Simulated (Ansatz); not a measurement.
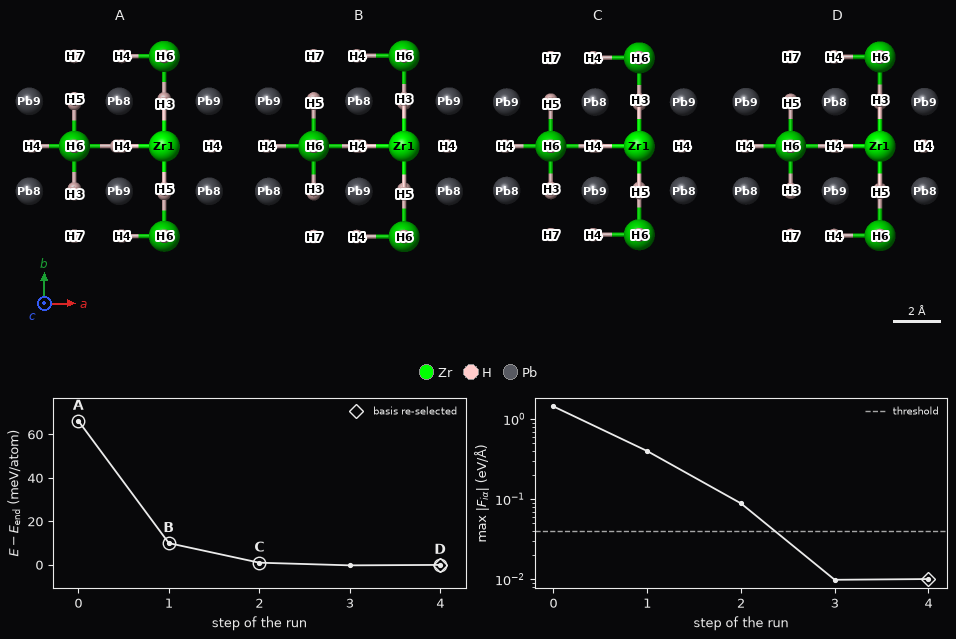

Frames of a relaxation of solid ZrH6Pb2 (a generated structure, set up in Fm-3m) (coarse preliminary run), marked on the history of the run. A ball-and-stick model of the atoms within 5.0 Å of the atom that moves most (axes of the conventional cell (4 times the calculation's cell)), seen along the c axis. Lengths and directions refer to the drawn axes.

Computed with DFT PBE, scalar-relativistic, plane waves, PAW (Ansatz 0.2.0).

The input:
```yaml
crystal:
  lattice:
    - [0.0, 3.89618867, 3.89618867]
    - [3.89618867, 0.0, 3.89618867]
    - [3.89618867, 3.89618867, 0.0]
  atoms:
    - { symbol: Zr, position: [0.0, 0.0, 0.0] }
    - { symbol: H, position: [0.76322, 0.23678, 0.23678] }
    - { symbol: H, position: [0.23678, 0.76322, 0.23678] }
    - { symbol: H, position: [0.23678, 0.76322, 0.76322] }
    - { symbol: H, position: [0.76322, 0.23678, 0.76322] }
    - { symbol: H, position: [0.23678, 0.23678, 0.76322] }
    - { symbol: H, position: [0.76322, 0.76322, 0.23678] }
    - { symbol: Pb, position: [0.25, 0.25, 0.25] }
    - { symbol: Pb, position: [0.75, 0.75, 0.75] }
basis:
  ecutwfc: 420
kpoints:
  mp_grid: { grid: [4, 4, 4] }
hamiltonian:
  xc: pbe
scf:
  occupations: { method: gaussian, width: 0.1 }
  lower_state_search: "off"
output:
  forces: true
  stress: true
  eigenvalues: true
relax:
  adjacent_minimum: "off"
  f_tol: 0.04
  max_steps: 70
  cell: { stress_tol: 0.4 }
```

Launched with:
```bash
ansatz run input.yaml --threads 1 --pin off --max-ram 2048MiB --backend cpu --events-out ev --progress --plain --runs-dir out
```

### What happens along the run?

After 3 accepted moves (4 points after the start) the energy has fallen by 66.3 meV per atom. Largest force component: 1.4 eV/Å at the start, 0.01 eV/Å at the end. Pressure: 5.17 GPa at the start and −0.06 GPa at the end. At 1 point the geometry stayed and the basis and grid were re-selected for the new cell (energy shift of 0.2 meV per atom at most each time). The largest moves relative to the cell, 0.16 Å, are those of H2, H3, H4, H5, H6 and H7. H2 goes along +a. Pb and Zr stay in place. Cell: a = b = c 7.792 → 7.738 Å (−0.7 %). Volume −2.1 %. Among the contacts that change: Zr1–H2 1.845 → 1.988 Å. The space group stays Fm-3m (No. 225). Cost: 11 s on 1 thread of Intel(R) Xeon(R) Platinum 8259CL CPU @ 2.50GHz (Skylake/Cascade Lake), with other jobs on the host, peak memory 0.46 GiB. From step 0 to 1: H atoms move most (0.20 Å), volume +1.4 %, energy −56.2 meV per atom. From step 1 to 2: volume −6.2 %, energy −9.0 meV per atom. From step 2 to 4: H atoms move most (0.03 Å), volume +2.9 %, energy −1.0 meV per atom.

```
step  E − E(0), meV/atom  largest force component, eV/Å  pressure, GPa  volume, Å³/atom                      note
   0                0.00                         1.4439           5.17           13.143                          
   1              -56.25                         0.4005          -3.14           13.327                          
   2              -65.24                         0.0890           0.75           12.502                          
   3              -66.47                         0.0099          -0.04           12.868                          
   4              -66.27                         0.0101          -0.06           12.868  same geometry, new basis
```
